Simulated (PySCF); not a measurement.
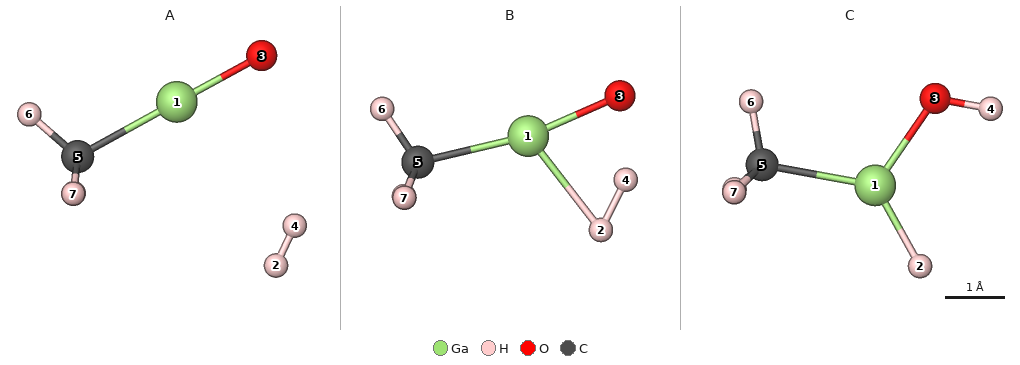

Three geometries of CH5GaO: a saddle point and the two relaxed ends that it joins, in shuffled order. The picture is a ball-and-stick view, seen face on. Sticks join atoms that are closer than about 1.2 times the sum of their covalent radii (a little more with hydrogen).

Stationary points at PBE0-D4/def2-TZVP, single-point energies with PBE0-D4, BHLYP-D4, wB97M-V, CCSD(T) (def2-TZVPP where no basis is named; PySCF 2.14.0). The energies are electronic, without zero-point or thermal terms, and both ends are the relaxed geometries reached downhill from the saddle, with any fragments still in contact.

Which frame is the transition state, what reaction does it lead through, and what barrier is to be expected?

Answer. Frame B is the saddle point. Counted by bonded pieces, C holds CH₅GaO and A holds CH₃GaO + H₂. From C over the saddle to A, a bond forms: H–H (2.93 → 0.95 → 0.75 Å). Bonds break: Ga–H (1.57 → 2.02 → 3.25 Å), H–O (0.96 → 1.43 → 2.94 Å). The saddle has one imaginary mode, 1360i cm⁻¹. The end A keeps a soft imaginary mode of 21i cm⁻¹, so it isn't quite a minimum. With PBE0-D4 the barrier is 66.3 kcal/mol from C and 16.5 kcal/mol from A, and A lies 49.9 kcal/mol above C.

```csv
level,barrier from C (kcal/mol),barrier from A (kcal/mol),A less C (kcal/mol)
PBE0-D4,66.3,16.5,49.9
BHLYP-D4,74.7,19.6,55.0
wB97M-V,69.5,19.1,50.4
CCSD(T),68.2,20.8,47.4
```

The T1 diagnostic reaches 0.022, so the single-reference result is less sure there.
